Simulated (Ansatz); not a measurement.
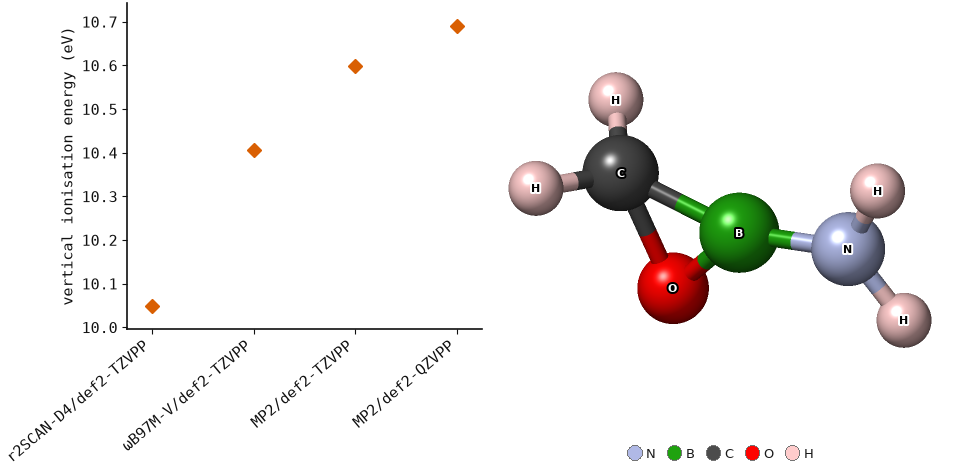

Vertical ionisation energy of CH₄BNO, SMILES NB1CO1, taken as the energy of the cation less that of the neutral at fixed geometry (unrestricted doublet cation, cores frozen in correlated methods, no spin-orbit coupling), the Ansatz code, at a PBE0-D4/def2-TZVP geometry (a minimum by its frequencies).

**What range do the values span?**

From 10.05 eV (r2SCAN-D4/def2-TZVPP) to 10.69 eV (MP2/def2-QZVPP).

**Give the values.**

```tsv
level	eV
r2SCAN-D4/def2-TZVPP	10.05
ωB97M-V/def2-TZVPP	10.41
MP2/def2-TZVPP	10.60
MP2/def2-QZVPP	10.69
```
